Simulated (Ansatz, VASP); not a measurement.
# Sr (Strontium): VASP beside Ansatz

One calculation is typed for both programs; each brings its own data sets. How far apart do they land? The cell is taken from a series of VASP runs on this material, whose earlier steps may have relaxed, scaled or displaced it; both programs get it as it stands. Valence electrons are named where the data sets of a main pair hold unlike numbers.

Method: plane waves, with VASP 6.6.1 beside it; band structure at PBEsol, in Ansatz 0.2.0.

### Step 1. Set-up

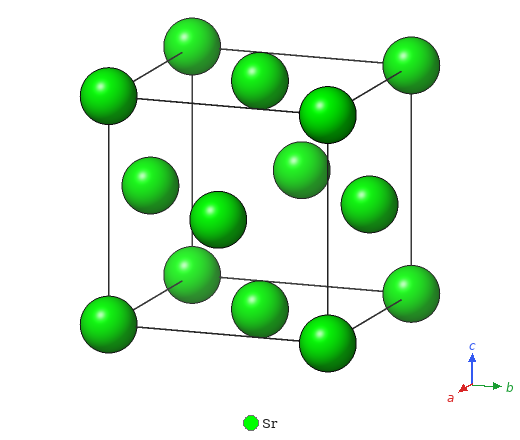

Start, viewed slightly off an axis; strontium green. This picture shows the conventional cell, with its axes. Some periodic images of atoms are drawn too.

### Step 2. Ansatz: band structure, PBEsol

Ansatz runs on its default PAW (the set named soft_2) files.

A single point gives forces, pressure and levels at one fixed geometry, so differences don't come from the geometry; what else differs is listed under the comparison.

Input file input.yaml:

```yaml
crystal:
  lattice:
    - [0.0, 2.9573821399, 2.9573821399]
    - [2.9573821399, 0.0, 2.9573821399]
    - [2.9573821399, 2.9573821399, 0.0]
  atoms:
    - { symbol: Sr, position: [0.0, 0.0, 0.0] }
hamiltonian:
  xc: pbesol
  pseudopotentials: { kind: paw }
kpoints:
  mp_grid: { grid: [8, 8, 8] }
  band_path:
    path:
      - [0.0, 0.0, 0.0]
      - [0.16667, 0.0, 0.16667]
      - [0.33333, 0.0, 0.33333]
      - [0.5, 0.0, 0.5]
      - [0.5, 0.08333, 0.58333]
      - [0.5, 0.18333, 0.68333]
      - [0.5, 0.25, 0.75]
      - [0.45, 0.3, 0.75]
      - [0.40833, 0.34167, 0.75]
      - [0.35, 0.35, 0.7]
      - [0.225, 0.225, 0.45]
      - [0.075, 0.075, 0.15]
      - [0.03333, 0.03333, 0.03333]
      - [0.23333, 0.23333, 0.23333]
      - [0.4, 0.4, 0.4]
      - [0.51667, 0.46667, 0.51667]
      - [0.55833, 0.38333, 0.55833]
      - [0.60833, 0.28333, 0.60833]
      - [0.60833, 0.25, 0.64167]
      - [0.55833, 0.25, 0.69167]
      - [0.51667, 0.25, 0.73333]
      - [0.5, 0.3, 0.7]
      - [0.5, 0.38333, 0.61667]
      - [0.5, 0.48333, 0.51667]
      - [0.475, 0.475, 0.55]
      - [0.425, 0.425, 0.65]
      - [0.38333, 0.38333, 0.73333]
      - [0.59167, 0.18333, 0.59167]
      - [0.55, 0.1, 0.55]
      - [0.5, 0.0, 0.5]
    npoints: 1
scf:
  occupations: { method: methfessel_paxton, width: 0.2 }
  n_extra_bands: 6
output:
  forces: true
  stress: true
  eigenvalues: true
```

Launch:

```sh
$ ansatz run input.yaml --threads 2 --pin off --max-ram 4608MiB --backend cpu --events-out ev --progress --plain --runs-dir out
```

Numbers of over 12 decimals in the logs are rounded to 6 here.

Output:

```text
scf.n_extra_bands = 6 over 5 filled bands (N_el = 10.0): the run solves 11 bands
Engine: ansatz 0.2.0, aarch64-unknown-linux-gnu
Pseudopotentials: kind: paw
Pseudopotential: Sr, paw, valence charge 10, recommended cutoff 420 eV (normal), Sr.paw.azcp
Functional definition: PBEsol
  exchange = pbesol_x
  correlation = pbesol_c
Crystal: 1 atoms, lattice volume = 51.731 Å³
Basis set: ecut = 420 eV, 965 PW (Γ), exchange–correlation on 60×60×60 points (8 copies of the dense FFT grid, shifted against one another)
Bands: 11, of which v1, the nominal top of the filled ones, is band 5 counted from 1 (4 counted from 0)
Symmetry: 48 space group operations
Space group: Fm-3m (ITA 225), of the structure as read, at distance tolerance 3.7e-5 Å
k-points: 29 of 512
Non-local potential: Sr, projectors of the file, l = 0: 3, l = 1: 2, l = 2: 2
PAW form: soft (Blöchl's): semilocal exchange-correlation on the pseudo side does not see the compensation charge
PAW frozen core: Sr, regenerated for the run's functional, and the local potential with it (the file was generated under x = pbe(κ = 0.804, μ = 0.219515), c = pbe(β = 0.066725))
PAW one-centre angular grid: Sr, 110 points (default); XC on 64 Gauss nodes
Initial density: superposition of atomic densities (neutral atoms: chi_scale 0, normalization atom), corrected by the library's trained network
Initial wavefunctions: pseudopotential atomic-orbital guess
Functional: x = pbesol(κ = 0.804, μ = 0.123457), c = pbesol(β = 0.046)
SCF iter   1: F=—  HF=-3492.217059 eV  |F-HF|=—  |Δ(HF+E_count)|=         —  Δρ=1.55e-3  dr2=1.29e-3  ethr=1.77e-3  ⟨swp⟩=6.8  Hψ=2526  notcnv=0
preconditioner: auto → none  [insulator: Δε(μ)=0.165 eV  Ē_g=4.741 eV  σ=0.200 eV  W_gap=0.58  n_scr=8 (ndim 8)  ℏωp=7.3 eV  f_vac=0.000  D(μ)=0.65/eV (n_scr^D=0)  ε∞_Penn≈3.4]
SCF iter   2: F=—  HF=-3492.217624 eV  |F-HF|=—  |Δ(HF+E_count)|=   5.65e-4  S|Δr|=    0.00e0  Δρ=5.98e-4  dr2=1.78e-4  ethr=1.29e-5  ⟨swp⟩=2.1  Hψ=669  notcnv=0
SCF iter   3: F=—  HF=-3492.217658 eV  |F-HF|=—  |Δ(HF+E_count)|=   3.42e-5  S|Δr|=    0.00e0  Δρ=1.44e-4  dr2=9.54e-6  ethr=1.78e-6  ⟨swp⟩=1.0  Hψ=295  notcnv=0
SCF iter   4: F=—  HF=-3492.217664 eV  |F-HF|=—  |Δ(HF+E_count)|=   5.13e-6  S|Δr|=    0.00e0  Δρ=1.71e-5  dr2=9.49e-8  ethr=1.00e-9  ⟨swp⟩=8.4  Hψ=2178  notcnv=0
SCF iter   5: F=-3492.217664 eV  HF=-3492.217664 eV  |F-HF|=1.38e-9  |Δ(HF+E_count)|=   1.77e-8  S|Δr|=    0.00e0  Δρ=3.07e-6  dr2=2.28e-9  ethr=9.49e-10  ⟨swp⟩=3.0  Hψ=1089  notcnv=0
SCF 1 converged in 5 iterations: F = -3492.217664 eV  dr2 = 2.28e-9
  greatest PAW one-centre occupation: 0.988 electrons in one spin orbital (limit 2), on the Sr atom at site 0 (counted from 0), in its partial waves of l = 0
NSCF: frozen V_eff on 30 k-points
SCF converged after 5 iterations
Stability not checked: this state was not tested for a lower state beside it, because cold or Methfessel-Paxton smearing, or corrected tetrahedra, fill the levels in a way that the test cannot read (fill_not_monotonic; see scf.lower_state_search)
Free energy (F): -3492.217664 eV
Harris-Foulkes:  -3492.217664 eV  (|F-HF|=1.38e-9)
Internal energy: -3492.224238 eV  (E = F + TS)
E sigma→0 (E₀):  -3492.219307 eV
Entropy (-TS):   0.006575 eV (6.575 meV/atom)
Fermi energy:    5.415558 eV
Step filling:    the computed levels leave a gap of 0.0221 eV = 0.1 smearing widths at the electron count; against every level under it full and every level over it empty, smearing changes F+E_penalty+E_count by +1.642 meV and its σ→0 estimate by -1.50e-3 meV
--- Per-component energies (eV) ---
  E_band       = -131.557753
  E_kinetic    = 241.765573
  E_local      = -755.190380  (includes V_loc(G=0)·N_el)
  E_nonlocal   = 204.348236
  E_hartree    = 189.020050
  E_xc         = -169.621233
  E_vxc        = -158.801273  (∫ρ·V_xc dr)
  E_paw        = -2644.582608  (= ΣΔE_a)
  E_vpaw       = -41.720164  (= ΣTr[D̂ρ^β])
  E_aug_tail   = -0.000001  (compensation charges beyond the density's cutoff)
  E_ewald      = -558.098221
  E_core_change = 0.134347  (= ΣΔE_core)
  E_smearing   = 0.006575  (= −TS)
  E_closure    = 0.000000  (closes the sum)
  Σ components = -3492.217664   (vs F -3492.217664, Δ=0.00e0)
--- Forces (eV/Å), atoms counted from 1 ---
  atom   1  Sr    -0.00000000     0.00000000    -0.00000000
  max |Σ_I F_I| component: 8.22e-33 eV/Å
--- Stress (GPa, compression-positive) ---
        0.014291       0.000000       0.000000
       -0.000000       0.014291      -0.000000
       -0.000000      -0.000000       0.014291
  P = ⅓ Tr σ = 0.0143 GPa (0.143 kbar)
--- Band table (eV; the first three rows and the last of 29) ---
  k-point 0: bands = [... 1 lower, -12.8807, -12.8807, -12.8807, 1.6626, 7.8150, 7.8150, 7.8150, 9.3909, ... 2 higher]
  k-point 1: bands = [... 1 lower, -12.9180, -12.8856, -12.8856, 1.9274, 7.4288, 7.9287, 7.9287, 9.2439, ... 2 higher]
  k-point 2: bands = [... 1 lower, -13.0066, -12.8975, -12.8975, 2.6566, 6.6904, 7.9761, 7.9761, 9.3270, ... 2 higher]
  k-point 28: bands = [... 1 lower, -13.0422, -13.0422, -12.9728, 5.4481, 6.0724, 6.0724, 7.7809, 10.8536, ... 2 higher]
```

It took 1.2 s on 2 threads of Arm Neoverse V2, shared host; peak memory 0.27 GiB.

In the SCF lines HF is the Harris–Foulkes energy and dr2 the Hartree energy of the density residual, in eV; the loop may stop once dr2 is under the threshold and the program's other checks hold. Hψ counts applications of the Hamiltonian.

### Step 3. VASP: band structure, PBEsol

The same cell, functional, mesh and smearing now go to VASP, with its own data sets.

Lines of VASP's logs that name or quote its potential files are left out, and so is its time.

Input file INCAR:

```
SYSTEM = Sr
PREC = Accurate
ENCUT = 400
EDIFF = 1E-06
NELM = 100
ISMEAR = 1
SIGMA = 0.2
LREAL = .FALSE.
ALGO = Normal
GGA = PS
NBANDS = 16
LORBIT = 11
LWAVE = .FALSE.
LCHARG = .FALSE.
KPAR = 2
```

Input file POSCAR:

```
Sr
1.0
    0.0000000000      2.9573821399      2.9573821399
    2.9573821399      0.0000000000      2.9573821399
    2.9573821399      2.9573821399      0.0000000000
Sr
1
Direct
    0.0000000000      0.0000000000      0.0000000000
```

Input file KPOINTS:

```
Automatic mesh
0
Gamma
8 8 8
0 0 0
```

Input file KPOINTS_OPT:

```
Line mode
16
Line-mode
Reciprocal
  0.00000000   0.00000000   0.00000000 GAMMA
  0.50000000   0.00000000   0.50000000 X

  0.50000000   0.00000000   0.50000000 X
  0.50000000   0.25000000   0.75000000 W

  0.50000000   0.25000000   0.75000000 W
  0.37500000   0.37500000   0.75000000 K

  0.37500000   0.37500000   0.75000000 K
  0.00000000   0.00000000   0.00000000 GAMMA

  0.00000000   0.00000000   0.00000000 GAMMA
  0.50000000   0.50000000   0.50000000 L

  0.50000000   0.50000000   0.50000000 L
  0.62500000   0.25000000   0.62500000 U

  0.62500000   0.25000000   0.62500000 U
  0.50000000   0.25000000   0.75000000 W

  0.50000000   0.25000000   0.75000000 W
  0.50000000   0.50000000   0.50000000 L

  0.50000000   0.50000000   0.50000000 L
  0.37500000   0.37500000   0.75000000 K

  0.62500000   0.25000000   0.62500000 U
  0.50000000   0.00000000   0.50000000 X
```

PAW data sets: Sr_sv (PBE family, release 64).

Launch:

```sh
$ mpirun -np 2 vasp_std
```

Output:

```text
[banner, memory and clock lines left out]
running    2 mpi-ranks, on    1 nodes
 distrk:  each k-point on    1 cores,    2 groups
 distr:  one band on    1 cores,    1 groups

 POSCAR found type information on POSCAR Sr
 POSCAR found :  1 types and       1 ions
|                                                                             |
|               ----> ADVICE to this user running VASP <----                  |
|                                                                             |
|     You enforced a specific xc type in the INCAR file but a different       |
|     [... a line on the potential file left out ...]
|     I HOPE YOU KNOW WHAT YOU ARE DOING!                                     |
|                                                                             |

 LDA part: xc-table for (Slater+PW92), standard interpolation
 POSCAR, INCAR and KPOINTS ok, starting setup
 FFT: planning ... GRIDC
 FFT: planning ... GRID_SOFT
 FFT: planning ... GRID
 WAVECAR not read
 entering main loop
       N       E                     dE             d eps       ncg     rms          rms(c)
DAV:   1     0.285242516272E+02    0.28524E+02   -0.38981E+03   928   0.439E+02
DAV:   2    -0.793282062208E+00   -0.29318E+02   -0.28590E+02  1248   0.113E+02
DAV:   3    -0.182805653102E+01   -0.10348E+01   -0.10301E+01  1256   0.145E+01
DAV:   4    -0.184970171710E+01   -0.21645E-01   -0.21642E-01  1256   0.194E+00
DAV:   5    -0.185015479452E+01   -0.45308E-03   -0.45308E-03  1248   0.215E-01    0.121E+01
DAV:   6    -0.184620029953E+01    0.39545E-02   -0.57109E-03  1216   0.566E-01    0.684E+00
DAV:   7    -0.184372408843E+01    0.24762E-02   -0.10182E-02  1336   0.725E-01    0.241E-01
DAV:   8    -0.184366863720E+01    0.55451E-04   -0.33972E-04  1280   0.972E-02    0.528E-02
DAV:   9    -0.184368691504E+01   -0.18278E-04   -0.49405E-05  1280   0.298E-02    0.195E-02
DAV:  10    -0.184369150020E+01   -0.45852E-05   -0.32537E-06  1080   0.111E-02    0.161E-02
DAV:  11    -0.184369095788E+01    0.54233E-06   -0.28485E-07   592   0.368E-03
   1 F= -.18436910E+01 E0= -.18459638E+01  d E =0.681858E-02
 Start KPOINTS_OPT (optional k-point list driver)
k-point batch [1-29\160]
       N       E                     dE             ncg
DAV:   1    -0.402015410537E+04   -0.10613E+05      936
DAV:   2    -0.487624613428E+04   -0.85609E+03     1296
DAV:   3    -0.490642425368E+04   -0.30178E+02     1240
DAV:   4    -0.490689542159E+04   -0.47117E+00     1176
DAV:   5    -0.490690293207E+04   -0.75105E-02     1168
DAV:   6    -0.490690312846E+04   -0.19639E-03     1160
DAV:   7    -0.490690313161E+04   -0.31507E-05      888
DAV:   8    -0.490690313167E+04   -0.62128E-07      688
[...]
k-point batch [146-160\160]
       N       E                     dE             ncg
DAV:   1     0.193798662226E+04   -0.65446E+04      480
DAV:   2     0.151704591793E+04   -0.42094E+03      696
DAV:   3     0.150281784898E+04   -0.14228E+02      656
DAV:   4     0.150257929759E+04   -0.23855E+00      632
DAV:   5     0.150257724913E+04   -0.20485E-02      608
DAV:   6     0.150257721570E+04   -0.33428E-04      592
DAV:   7     0.150257721479E+04   -0.91105E-06      448
```

From OUTCAR (step 3):

```text
ion  position               nearest neighbor table
   1  0.000  0.000  0.000-

  LATTYP: Found a face centered cubic cell.
 ALAT       =     5.9147642798

 Subroutine GETGRP returns: Found 48 space group operations
 (whereof 48 operations were pure point group operations)

The static configuration has the point symmetry O_h .

 Found     29 irreducible k-points:

   k-points           NKPTS =     29   k-points in BZ     NKDIM =     29   number of bands    NBANDS=     16

   dimension x,y,z NGX =    28 NGY =   28 NGZ =   28
   dimension x,y,z NGXF=    56 NGYF=   56 NGZF=   56

   ENCUT  =  400.0 eV  29.40 Ry    5.42 a.u.   6.82  6.82  6.82*2*pi/ulx,y,z

   NELECT =      10.0000    total number of electrons

 k-points in reciprocal lattice and weights: Automatic mesh
   0.00000000  0.00000000  0.00000000       0.002
   0.12500000  0.00000000  0.00000000       0.016
   0.25000000  0.00000000  0.00000000       0.016
   0.37500000  0.00000000  0.00000000       0.016
   0.50000000  0.00000000  0.00000000       0.008
   0.12500000  0.12500000  0.00000000       0.012
   0.25000000  0.12500000  0.00000000       0.047
   0.37500000  0.12500000  0.00000000       0.047
   0.50000000  0.12500000  0.00000000       0.047
[...]
-0.37500000  0.50000000  0.12500000       0.023
  -0.25000000  0.50000000  0.25000000       0.012

 average (electrostatic) potential at core
       1 -40.4688

 E-fermi :   1.7096

 k-point     1 :       0.0000    0.0000    0.0000
  band No.  band energies     occupation
      1     -34.7180      2.00000
      2     -16.6054      2.00000
      3     -16.6054      2.00000
      4     -16.6054      2.00000
      5      -2.0480      2.00000
      6       4.1006     -0.00000
      7       4.1006     -0.00000
      8       4.1006     -0.00000
      9       5.6759     -0.00000
     10       5.6759     -0.00000
    ...

 k-point     2 :       0.1250    0.0000    0.0000
  band No.  band energies     occupation
      1     -34.7152      2.00000
      2     -16.6427      2.00000
      3     -16.6103      2.00000
      4     -16.6103      2.00000
      5      -1.7829      2.00000
      6       3.7181     -0.00000
      7       4.2153     -0.00000
      8       4.2153     -0.00000
      9       5.5310     -0.00000
     10       5.5310     -0.00000
    ...

 k-point     3 :       0.2500    0.0000    0.0000
  band No.  band energies     occupation
      1     -34.7085      2.00000
      2     -16.7311      2.00000
      3     -16.6221      2.00000
      4     -16.6221      2.00000
      5      -1.0532      2.00000
      6       2.9830     -0.00000
      7       4.2634     -0.00000
      8       4.2634     -0.00000
      9       5.6171     -0.00000
     10       5.6171     -0.00000
    ...

  Total        0.0026903      0.0026903      0.0026903      0.0000000     -0.0000000      0.0000000
  in kB        0.0833225      0.0833225      0.0833225      0.0000000     -0.0000000      0.0000000
  external PRESSURE =       0.0833225 kB  Pullay stress =       0.0000000 kB

  energy-cutoff  :      400.00
  volume of cell :       51.73
      direct lattice vectors                 reciprocal lattice vectors
     0.000000000  2.957382140  2.957382140    -0.169068445  0.169068445  0.169068445
     2.957382140  0.000000000  2.957382140     0.169068445 -0.169068445  0.169068445
     2.957382140  2.957382140  0.000000000     0.169068445  0.169068445 -0.169068445

 POSITION                                       TOTAL-FORCE (eV/Angst)
 -----------------------------------------------------------------------------------
      0.00000      0.00000      0.00000         0.000000      0.000000      0.000000
 -----------------------------------------------------------------------------------
    total drift:                               -0.000000      0.000000     -0.000000

  FREE ENERGIE OF THE ION-ELECTRON SYSTEM (eV)
  ---------------------------------------------------
  free  energy   TOTEN  =        -1.8436909579 eV

  energy  without entropy=       -1.8505095382  energy(sigma->0) =       -1.84596382

 total charge
# of ion       s       p       d       tot
------------------------------------------
    1        2.068   5.678   0.144   7.890

[... 3 further parts left out ...]
```

The run ends at a pressure of 0.01 GPa.

### Step 4. Side by side

Known differences besides the potentials themselves: the cutoff is 420 eV in Ansatz and 400 eV in VASP; Ansatz makes its cores anew for this functional, VASP keeps those of its PBE data sets; VASP leaves aspherical gradient terms in its spheres out (LASPH is not set), Ansatz keeps them. Total energies have different zeros and are not compared.

Compared:

| quantity | Ansatz | VASP | difference |
| --- | --- | --- | --- |
| pressure (GPa) | 0.01 | 0.01 | +0.01 |

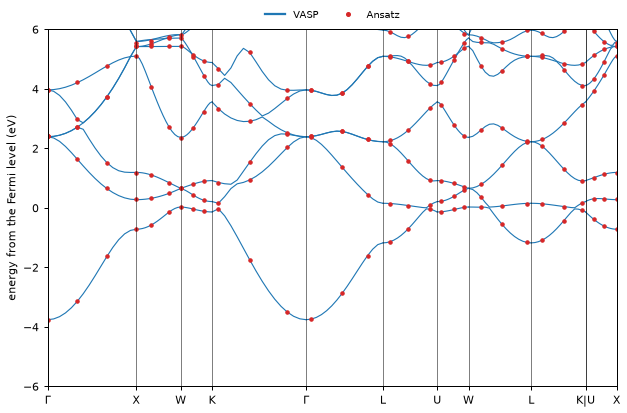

Bands from VASP (lines) and levels from Ansatz (dots). Dots without a line are higher empty bands that the VASP plot leaves out.

Levels from 3 eV below to 2 eV above the Fermi level differ by 5 meV r.m.s. and 11 meV at most; each VASP level is matched to the nearest of Ansatz, which flatters the figure a little.

### Step 5. What the set-up changes

Further runs change the set-up of one program: Ansatz's method, potentials or start, or VASP's data sets, cutoff or form of LDA. The table gives that difference for each run.

| run | pressure (GPa) |
| --- | --- |
| as above | 0.0060 |
| Ansatz's all-electron LAPW method | 0.0055 |

### Step 6. Summary of results

```json
{"r.m.s. difference of levels near the Fermi level (band structure, PBEsol)": "4.6 meV"}
```

In words: The r.m.s. difference of levels near the Fermi level is 4.6 meV (band structure, PBEsol), within the 80 meV picked in this series as the mark of a large difference. For band structure, PBEsol, no further run moves any of the tabulated differences by more than a quarter of its size. 1 further run of this series is not shown here. Such differences can come from data sets, numerical settings and the points named under the comparisons, not from the functional's error against experiment.

[Lines on the potential files, build, host, timing and source positions are cut from VASP's logs without a mark.]

[Logs are printed without paths, hosts, clocks, repeated set-up lines and the standing remarks that a program may print on its own settings, such as how far it seeks lower states.]

[Hosts, paths, dates, database ids (printed as entryN), source tags and the programs' standing remarks are cut or masked in the printed files.]
